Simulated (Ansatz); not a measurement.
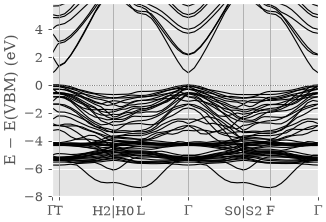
*Band structure from PBE (plane waves, PAW; program Ansatz)*

**Question.** Read off the gap and where the band edges lie.

**Answer.** About 0.9 eV (0.88 eV by a search for the band edges); maximum at Γ, minimum at Γ.

**Question.** Pick the material that matches.
A. CaTiO3, R-3c (Ca on 6a, Ti on 6b, O on 18e)
B. Zn5InGaO8, R3m (Pearson symbol hR15)
C. AlZnInO4, R3m (Pearson symbol hR7)
D. ZnSnN2, R-3m (Zn on 3a, Sn on 3b, N on 6c)

**Answer.** B, Zn5InGaO8, R3m (Pearson symbol hR15)

The start of the workflow was typed in or built on a structure type; neither database checked (COD, Materials Project) lists it. Whether it is the stable phase at ambient conditions was not checked. The PBE relaxation kept the symmetry of its start; whether a distortion lowers the energy is not shown. Scalar-relativistic: spin–orbit coupling is off unless named, which matters more the heavier the elements.

Potentials: the earlier of the program's two PAW sets.
